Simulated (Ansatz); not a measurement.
# Lattice dynamics of TiTeS monolayer, Janus

Aim: the vibrations of TiTeS monolayer, Janus, their spectra, and whether the structure is stable.

Calculated with Ansatz 0.2.0; DFT PBEsol, scalar-relativistic, plane waves, PAW; PAW set soft_1.

## 1. Starting point

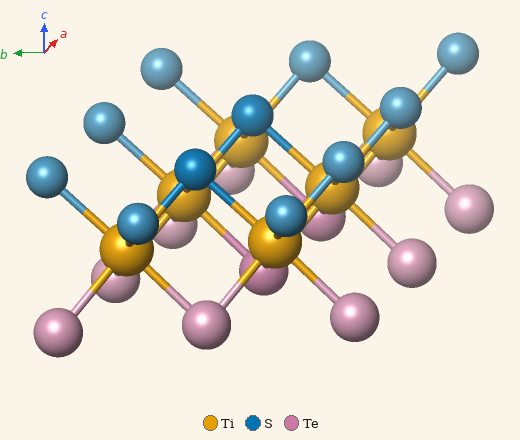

The cell as given, from a free direction (titanium orange, sulfur blue, tellurium pink). 2×1×1 cells are drawn. Some periodic images of atoms are drawn too.

The cell holds 3 atoms: 1 Ti, 1 S and 1 Te. Cell: a = 3.500 Å, b = 3.500 Å, c = 20.000 Å, α = 90.0°, β = 90.0°, γ = 120.0°. It derives from TiTeS. Vacuum lies along c.

## 2. Coarse relaxation

The start is far from rest, so a relaxation with loose tolerances brings it close first.

The program solves this slab on a cell height of its own, 30.0 Å, in place of the one typed.

The input, input.yaml:

```yaml
crystal:
  lattice:
    - [3.5, 0.0, 0.0]
    - [-1.75, 3.03109, 0.0]
    - [0.0, 0.0, 20.0]
  atoms:
    - { symbol: Ti, position: [0.0, 0.0, 0.5] }
    - { symbol: S, position: [0.333333, 0.666667, 0.575] }
    - { symbol: Te, position: [0.666667, 0.333333, 0.42] }
  periodic: [true, true, false]
kpoints:
  mp_grid: { grid: [6, 6, 1] }
hamiltonian:
  xc: pbesol
  pseudopotentials: { kind: paw, azcp: { folder: soft_1 }, xc_functional: pbe }
scf:
  occupations: { method: gaussian, width: 0.1 }
output:
  forces: true
  stress: true
  eigenvalues: true
relax:
  adjacent_minimum: "off"
  f_tol: 0.05
  max_steps: 80
  cell: { stress_2d_tol: 0.02 }
```

On the command line:

```console
> ansatz run input.yaml --threads 4 --pin off --max-ram 16384MiB --backend cpu --events-out ev --progress --plain --runs-dir out
```

Numbers of over 12 decimals in the logs are rounded to 6 here.

The log of the run:

```text
[...]
F+E_penalty+E_count = -10263.48836799 eV   max|allowed force component| = 7.083e-5 eV/Å   (the final SCF, on the basis selected at the relaxed cell)
  cell:  # Å, volume = 324.4559 Å³
    - [3.533881, 0.0, 0]
    - [-1.766940, 3.060431, 0]
    - [0, 0, 30.0]
  atoms:
    - { symbol: Ti, position: [6.885875289440056e-18, 0, 0.339600] }
    - { symbol: S, position: [0.333333, 0.666667, 0.380260] }
    - { symbol: Te, position: [0.666667, 0.333333, 0.276807] }
[key lines of the parts left out:]
SCF converged after 8 iterations
Free energy (F): -10263.488368 eV
Fermi energy:    -4.937167 eV
P = ½ c Tr σ = -0.0023 N/m
```

It took 15 s on 4 threads of Arm Neoverse V1, shared host; peak memory 0.59 GiB; 55 s of CPU time.

Relaxation path:

| step | energy less that of the first step (eV) | largest force component (eV/Å) | volume (Å³) |
| --- | --- | --- | --- |
| 1 | 0.0000 | 4.3289 | 318.26 |
| 2 | -0.5873 | 0.6370 | 321.37 |
| 3 | -0.6199 | 0.2255 | 326.11 |
| 4 | -0.6232 | 0.0162 | 324.97 |
| 5 | -0.6233 | 0.0037 | 324.60 |
| 6 | -0.6233 | 0.0000 | 324.46 |
| 7* | -0.6236 | 0.0001 | 324.46 |

Relaxation steps marked * repeat the geometry before them on a plane-wave basis chosen anew for their cell, so energy and pressure can jump there.

Forces are held to the 6 operations that the run works with; a distortion that breaks them can't arise in this run.

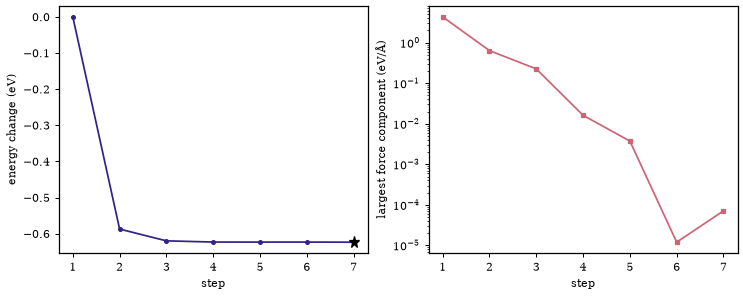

Energy and largest force along the relaxation. Stars mark steps on a basis chosen anew.

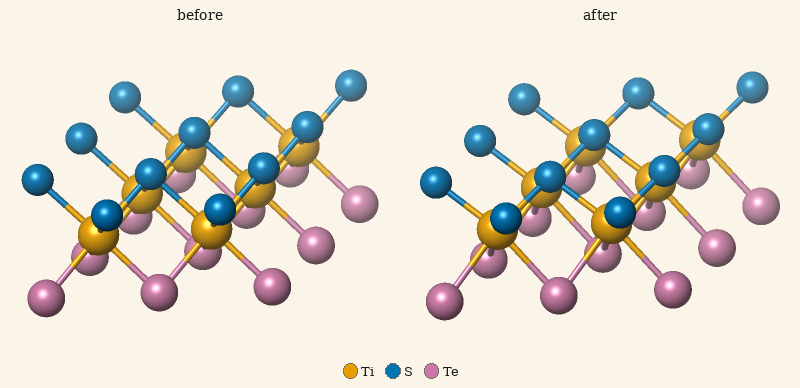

Before and after, at one scale.

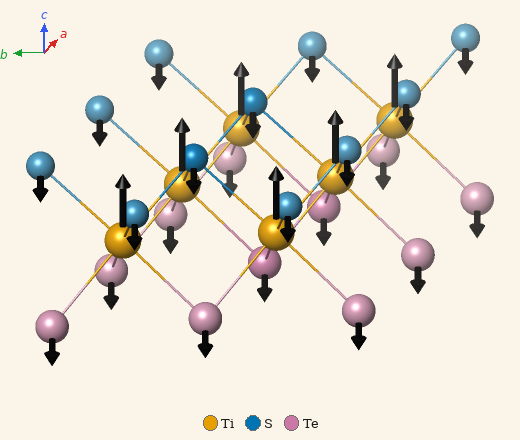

Displacements in the relaxation, exaggerated, measured against the changing cell; the longest in the cell stands for 0.19 Å. 2×1×1 cells are drawn. Some periodic images of atoms are drawn too.

| cell as run | before | after | change |
| --- | --- | --- | --- |
| a (Å) | 3.500 | 3.534 | +1.0 % |
| b (Å) | 3.500 | 3.534 | +1.0 % |

The atoms that moved most (Å, along periodic axes as changes of fractional coordinates times the final cell, across vacuum about the mean position):

| atom | dx | dy | dz | length |
| --- | --- | --- | --- | --- |
| Ti1 | 0.000 | 0.000 | 0.188 | 0.188 |
| Te3 | 0.000 | 0.000 | -0.096 | 0.096 |
| S2 | 0.000 | 0.000 | -0.092 | 0.092 |

The relaxed structure:

```cif
data_structure
_symmetry_space_group_name_H-M 'P 1'
_symmetry_Int_Tables_number 1
_cell_length_a 3.5339
_cell_length_b 3.5339
_cell_length_c 30.0000
_cell_angle_alpha 90.000
_cell_angle_beta 90.000
_cell_angle_gamma 120.000
_cell_volume 324.46
loop_
_atom_site_label
_atom_site_type_symbol
_atom_site_fract_x
_atom_site_fract_y
_atom_site_fract_z
_atom_site_occupancy
Ti1 Ti 0.00000 0.00000 0.33960 1
S2 S 0.33333 0.66667 0.38026 1
Te3 Te 0.66667 0.33333 0.27681 1
```

Numbers from this step:

- gap on the k-mesh: 0 eV
- area per atom: 3.605 Å²

The relaxation ends with a largest force component of 7.1e-5 eV/Å.

## 3. Bringing the structure to rest

Harmonic phonons are second derivatives at a point where the forces vanish, and they are wanted at zero stress, so atoms and cell are relaxed first.

The input, input.yaml:

```yaml
crystal:
  lattice:
    - [3.5338809099, 0.0, 0.0]
    - [-1.766940455, 3.060430642, 0.0]
    - [0.0, 0.0, 30.0]
  atoms:
    - { symbol: Ti, position: [0.0, 0.0, 0.3395998532] }
    - { symbol: S, position: [0.3333333333, 0.6666666667, 0.38025988] }
    - { symbol: Te, position: [0.6666666667, 0.3333333333, 0.2768069335] }
  periodic: [true, true, false]
kpoints:
  mp_grid: { grid: [15, 15, 1] }
hamiltonian:
  xc: pbesol
  pseudopotentials: { kind: paw, azcp: { folder: soft_1 }, xc_functional: pbe }
scf:
  occupations: { method: gaussian, width: 0.1 }
output:
  forces: true
  stress: true
  eigenvalues: true
  write_density: true
  write_potential: true
  elf: true
  volumetric_format: npy
relax:
  adjacent_minimum: "off"
  f_tol: 0.005
  max_steps: 80
  cell: { stress_2d_tol: 0.02 }
```

The log of the run:

```text
[...]
Crystal: 3 atoms, lattice volume = 324.456 Å³
Basis set: ecut = 420 eV, 6299 PW (Γ), exchange–correlation on 48×48×432 points (8 copies of the dense FFT grid, shifted against one another)
Bands: 21, of which v1, the nominal top of the filled ones, is band 17 counted from 1 (16 counted from 0)
Symmetry: 6 space group operations
[...]
k-points: 27 of 225 (time reversal used)
[...]
SCF iter   1: F=—  HF=-10264.163522 eV  |F-HF|=—  |Δ(HF+E_count)|=         —  Δρ=1.93e-2  dr2=3.11e0  ethr=3.10e-3  ⟨swp⟩=15.8  Hψ=5048  notcnv=0
[...]
SCF iter  10: F=-10263.499988 eV  HF=-10263.499988 eV  |F-HF|=1.08e-8  |Δ(HF+E_count)|=   7.62e-8  Δρ=7.60e-7  dr2=4.66e-9  ethr=2.94e-10  ⟨swp⟩=18.8  Hψ=6074  notcnv=0
SCF 1 converged in 10 iterations: F = -10263.499988 eV  dr2 = 4.66e-9
[...]
relax step   1: F+E_penalty+E_count = -10263.49998792 eV  Δ(F+E_penalty+E_count) = +0.000e0 eV  max|allowed force component| = 4.139e-2 eV/Å  Δτ_max = 0.0000 Å  P = -0.198 N/m  Ω = 324.456 Å³  fix = [c, alpha, beta]  reactions: c -0.000 N/m  (10 SCF iters, dr2 threshold 1.00e-7 eV, accepted)
Crystal: 3 atoms, lattice volume = 322.609 Å³
Basis set: ecut = 420 eV, 6263 PW (Γ), exchange–correlation on 48×48×432 points (8 copies of the dense FFT grid, shifted against one another)
[...]
SCF iter   6: F=-10263.500575 eV  HF=-10263.500575 eV  |F-HF|=1.30e-7  |Δ(HF+E_count)|=   6.12e-7  Δρ=2.32e-6  dr2=3.31e-8  ethr=3.15e-10  ⟨swp⟩=20.5  Hψ=6268  notcnv=0
SCF 2 converged in 6 iterations: F = -10263.500575 eV  dr2 = 3.31e-8
relax step   2: F+E_penalty+E_count = -10263.50057528 eV  Δ(F+E_penalty+E_count) = -5.874e-4 eV  max|allowed force component| = 7.143e-2 eV/Å  Δτ_max = 0.0141 Å  P = -0.161 N/m  Ω = 322.609 Å³  energy of the carried Pulay correction = +7.767e-5 eV  fix = [c, alpha, beta]  reactions: c -0.000 N/m  (6 SCF iters, dr2 threshold 1.07e-7 eV, accepted)
Crystal: 3 atoms, lattice volume = 322.347 Å³
Basis set: ecut = 420 eV, 6239 PW (Γ), exchange–correlation on 48×48×432 points (8 copies of the dense FFT grid, shifted against one another)
[...]
SCF iter   5: F=-10263.500906 eV  HF=-10263.500906 eV  |F-HF|=9.92e-8  |Δ(HF+E_count)|=   9.64e-8  Δρ=2.76e-6  dr2=1.48e-7  ethr=8.82e-10  ⟨swp⟩=17.6  Hψ=6623  notcnv=0
SCF 3 converged in 5 iterations: F = -10263.500906 eV  dr2 = 1.48e-7
relax step   3: F+E_penalty+E_count = -10263.50090559 eV  Δ(F+E_penalty+E_count) = -3.303e-4 eV  max|allowed force component| = 1.626e-2 eV/Å  Δτ_max = 0.0038 Å  P = -0.062 N/m  Ω = 322.347 Å³  energy of the carried Pulay correction = +8.869e-5 eV  fix = [c, alpha, beta]  reactions: c -0.000 N/m  (5 SCF iters, dr2 threshold 3.00e-7 eV, accepted)
[...]
relax step   4: F+E_penalty+E_count = -10263.50096071 eV  Δ(F+E_penalty+E_count) = -5.512e-5 eV  max|allowed force component| = 1.234e-3 eV/Å  Δτ_max = 0.0011 Å  P = -0.002 N/m  Ω = 321.902 Å³  energy of the carried Pulay correction = +1.075e-4 eV  fix = [c, alpha, beta]  reactions: c -0.000 N/m  (5 SCF iters, dr2 threshold 1.65e-8 eV, accepted)
[...]
SCF iter   1: F=—  HF=-10263.500775 eV  |F-HF|=—  |Δ(HF+E_count)|=         —  Δρ=4.03e-6  dr2=1.26e-8  ethr=2.16e-7  ⟨swp⟩=6.7  Hψ=7315  notcnv=0
eigensolver tolerance schedule: the retry pair's looser diagonalisation over-reported the residual by 5853.00 of it (diagonalisation noise at 0.69 of the residual, at the tolerance the schedule requests for it); recorded, not acted on — ethr = c·dr2/N_el stays at c = 1.0e-1
[...]
SCF iter   2: F=—  HF=-10263.500854 eV  |F-HF|=—  |Δ(HF+E_count)|=   7.86e-5  Δρ=2.45e-6  dr2=2.44e-8  ethr=3.70e-11  ⟨swp⟩=5.6  Hψ=2044  notcnv=0
[...]
SCF iter   7: F=-10263.500854 eV  HF=-10263.500854 eV  |F-HF|=2.18e-11  |Δ(HF+E_count)|=  4.91e-10  Δρ=9.94e-9  dr2=2.14e-12  ethr=1.00e-12  ⟨swp⟩=13.4  Hψ=4614  notcnv=0
SCF 5 converged in 7 iterations: F = -10263.500854 eV  dr2 = 2.14e-12
relax step   5: F+E_penalty+E_count = -10263.50085376 eV  Δ(F+E_penalty+E_count) = +1.070e-4 eV  max|allowed force component| = 1.197e-3 eV/Å  Δτ_max = 0.0000 Å  P = -0.001 N/m  Ω = 321.902 Å³  fix = [c, alpha, beta]  reactions: c -0.000 N/m  stress off target by 1.43e-3 N/m on what of the cell is left free  SCF on the basis re-selected at this cell (its energy is not comparable with the rows above)  (7 SCF iters)
basis re-selected at this cell: Δ(F+E_penalty+E_count) = +1.070e-4 eV, ΔP = +0.000 N/m vs the last step (what re-selecting the basis moved, of the pressure what is left beyond the Pulay correction that the steps carried, after the strain that the cell walked since its last selection, with what the two solves' SCF thresholds leave and, on support functions, any second-order correction that the steps lacked; it is no m [...]
SCF converged after 7 iterations
Free energy (F): -10263.500854 eV
[...]
Internal energy: -10263.494098 eV  (E = F + TS)
E sigma→0 (E₀):  -10263.497476 eV
Entropy (-TS):   -0.006756 eV (-2.252 meV/atom)
Fermi energy:    -4.884545 eV
[...]
--- Forces (eV/Å), atoms counted from 1 ---
  atom   1  Ti    -0.00000000     0.00000000     0.00103489
  atom   2  S     -0.00000000     0.00000000    -0.00119684
  atom   3  Te     0.00000000    -0.00000000     0.00016230
  max |Σ_I F_I| component: 3.41e-7 eV/Å
--- 2D stress c σ (N/m, compression-positive) ---
       -0.001429      -0.000000      -0.000000
       -0.000000      -0.001429       0.000000
       -0.000000       0.000000      -0.000000
  P = ½ c Tr σ = -0.0014 N/m
--- Band table (eV; the first three rows and the last of 27) ---
  k-point 0: bands = [... 13 lower, -7.9526, -7.1242, -4.6343, -4.6343, -3.8521, -3.7896, -3.7896, -1.2600]
  k-point 1: bands = [... 13 lower, -7.9435, -6.9831, -4.8861, -4.7760, -4.1886, -3.6764, -3.5201, -1.5922]
  k-point 2: bands = [... 13 lower, -7.9217, -6.7667, -5.6617, -5.0462, -4.3750, -3.5027, -3.4284, -2.1052]
  k-point 26: bands = [... 13 lower, -9.2435, -8.1660, -7.5491, -7.2398, -3.9843, -3.8655, -3.8011, -2.4594]
--- Relaxed structure (4 steps of the walk, 4 accepted, 1 SCFs on fresh bases) ---
[...]
cell:  # Å, volume = 321.9024 Å³
    - [3.519947, 2.875372041887274e-11, 0]
    - [-1.759974, 3.048364, 0]
    - [0, 0, 30.0]
  atoms:
    - { symbol: Ti, position: [0, 0, 0.339575] }
    - { symbol: S, position: [0.333333, 0.666667, 0.380630] }
    - { symbol: Te, position: [0.666667, 0.333333, 0.276462] }
```

Elapsed: 36 s, on 4 threads; peak memory 0.7 GiB; 2.3 min of CPU time.

Step by step:

| step | energy less that of the first step (eV) | largest force component (eV/Å) | volume (Å³) |
| --- | --- | --- | --- |
| 1 | 0.0000 | 0.0414 | 324.46 |
| 2 | -0.0006 | 0.0714 | 322.61 |
| 3 | -0.0009 | 0.0163 | 322.35 |
| 4 | -0.0010 | 0.0012 | 321.90 |
| 5* | -0.0009 | 0.0012 | 321.90 |

Relaxation steps marked * repeat the geometry before them on a plane-wave basis chosen anew for their cell, so energy and pressure can jump there.

Forces are held to the 6 operations that the run works with; a distortion that breaks them can't arise in this run.

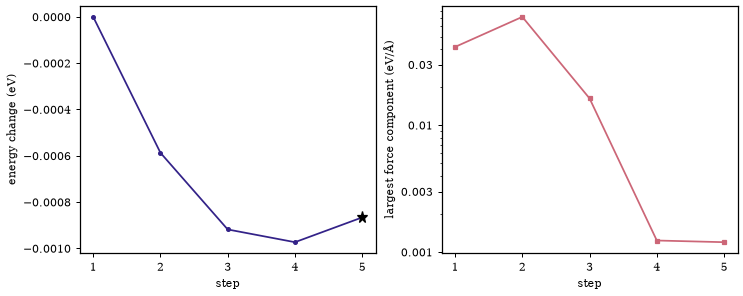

Energy and largest force along the relaxation. Stars mark steps on a basis chosen anew.

| cell as run | before | after | change |
| --- | --- | --- | --- |
| a (Å) | 3.534 | 3.520 | -0.4 % |
| b (Å) | 3.534 | 3.520 | -0.4 % |

The atoms that moved most (Å, along periodic axes as changes of fractional coordinates times the final cell, across vacuum about the mean position):

| atom | dx | dy | dz | length |
| --- | --- | --- | --- | --- |
| S2 | 0.000 | 0.000 | 0.011 | 0.011 |
| Te3 | 0.000 | 0.000 | -0.010 | 0.010 |

Final coordinates:

```xyz
3
Lattice="3.5199 0.0000 0.0000 -1.7600 3.0484 0.0000 0.0000 0.0000 30.0000" Properties=species:S:1:pos:R:3
Ti    0.0000    0.0000   10.1872
S     0.0000    2.0322   11.4189
Te    1.7600    1.0161    8.2939
```

This step gave:

* area per atom: 3.577 Å²

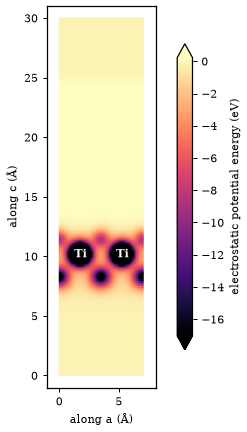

Electrostatic potential energy in the ac plane at fractional y = 0.000, with atoms of Ti within 0.2 Å of it. With pseudopotentials it is smooth inside the atoms' cores, unlike the true potential. The map starts off the cell's origin, so that atoms lie inside it.

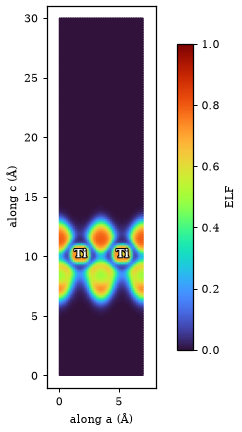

ELF in the ac plane at fractional y = 0.000, with atoms of Ti within 0.2 Å of it. It is the smooth field of the valence electrons, not physical close to the nuclei. The map starts off the cell's origin, so that atoms lie inside it.

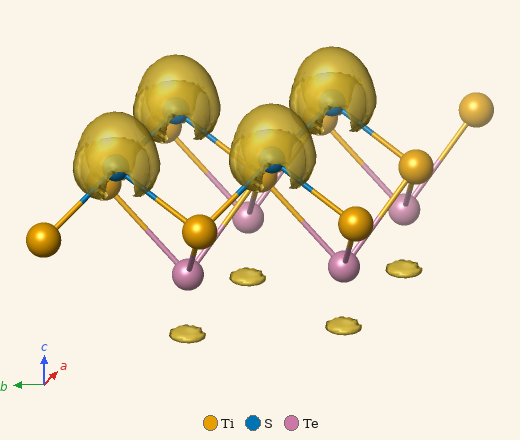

Surface of ELF = 0.84. 2×2×1 cells are drawn.

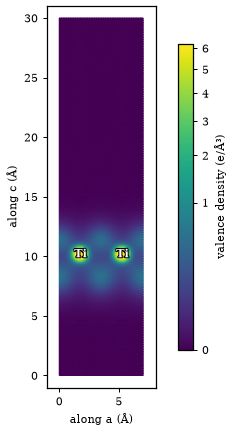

Valence density in the ac plane at fractional y = 0.000, with atoms of Ti within 0.2 Å of it. It is the smooth field of the valence electrons, not physical close to the nuclei. The map starts off the cell's origin, so that atoms lie inside it. The colour scale is stretched toward low values.

## 4. Tight relaxation

Phonons need a cell at rest on their own settings, so the relaxation is repeated with tight tolerances on forces and stress on the k mesh and occupations of the first response run.

input.yaml, the sections that differ from step 3:

```yaml
crystal:
  lattice:
    - [3.5199473128, 0.0, 0.0]
    - [-1.7599736564, 3.0483637929, 0.0]
    - [0.0, 0.0, 30.0]
  atoms:
    - { symbol: Ti, position: [0.0, 0.0, 0.3395746023] }
    - { symbol: S, position: [0.3333333333, 0.6666666667, 0.3806303095] }
    - { symbol: Te, position: [0.6666666667, 0.3333333333, 0.2764617549] }
  periodic: [true, true, false]
kpoints:
  mp_grid: { grid: [18, 18, 1] }
scf:
  occupations: { method: methfessel_paxton, width: 0.2 }
relax:
  adjacent_minimum: "off"
  f_tol: 0.001
  max_steps: 60
  cell: { stress_2d_tol: 0.002 }
# hamiltonian, output: as in step 3
```

The log of the run:

```text
[...]
Crystal: 3 atoms, lattice volume = 321.902 Å³
Basis set: ecut = 420 eV, 6239 PW (Γ), exchange–correlation on 48×48×432 points (8 copies of the dense FFT grid, shifted against one another)
Bands: 21, of which v1, the nominal top of the filled ones, is band 17 counted from 1 (16 counted from 0)
Symmetry: 6 space group operations
[...]
k-points: 37 of 324 (time reversal used)
[...]
k-point 36: bands = [... 13 lower, -9.2419, -8.1625, -7.5476, -7.2380, -3.9889, -3.8684, -3.7990, -2.4647]
--- Relaxed structure (4 steps of the walk, 3 accepted, 1 SCFs on fresh bases) ---
[...]
cell:  # Å, volume = 322.1621 Å³
    - [3.521367, 0.0, 0]
    - [-1.760684, 3.049593, 0]
    - [0, 0, 30.0]
  atoms:
    - { symbol: Ti, position: [0, 0, 0.339563] }
    - { symbol: S, position: [0.333333, 0.666667, 0.380588] }
    - { symbol: Te, position: [0.666667, 0.333333, 0.276516] }
[key lines of the parts left out:]
SCF converged after 7 iterations
Free energy (F): -10263.496698 eV
Fermi energy:    -4.876434 eV
P = ½ c Tr σ = -0.0012 N/m
```

The job ended after 50 s (4 threads; peak memory 0.74 GiB).

Little changed from the start: no atom moved by 0.005 Å and no cell edge by 0.1 %.

This step gave:

```yaml
area_per_atom: 3.58 Å²
```

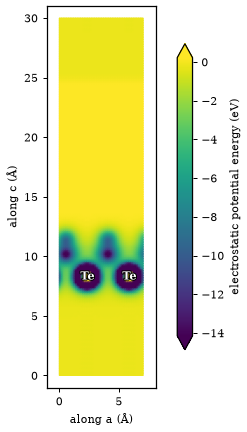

Electrostatic potential energy in the ac plane at fractional y = 0.333, with atoms of Te within 0.2 Å of it. With pseudopotentials it is smooth inside the atoms' cores, unlike the true potential.

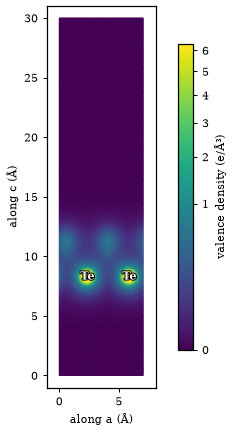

Valence density in the ac plane at fractional y = 0.333, with atoms of Te within 0.2 Å of it. It is the smooth field of the valence electrons, not physical close to the nuclei. The colour scale is stretched toward low values.

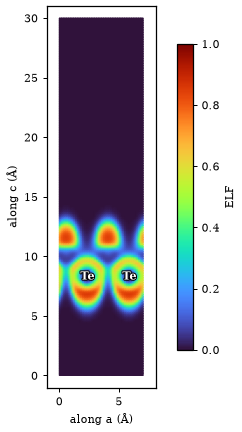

ELF in the ac plane at fractional y = 0.333, with atoms of Te within 0.2 Å of it. It is the smooth field of the valence electrons, not physical close to the nuclei.

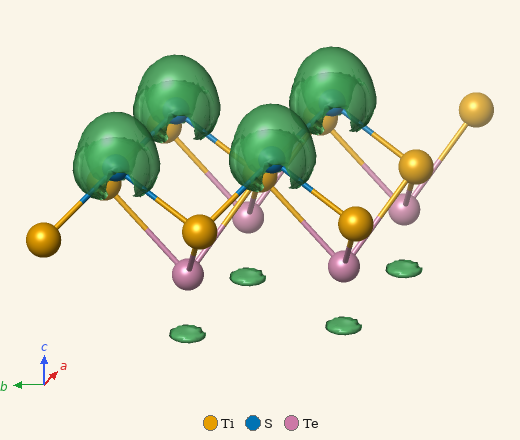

Surface of ELF = 0.84. 2×2×1 cells are drawn.

The largest force component left is 0.35 meV/Å, within the tolerances set.

(Continued in part 2 of 2.)

[Logs are printed without paths, hosts, clocks, repeated set-up lines and the standing remarks that a program may print on its own settings, such as how far it seeks lower states.]

[Hosts, paths, dates, database ids (printed as entryN), source tags and the programs' standing remarks are cut or masked in the printed files.]
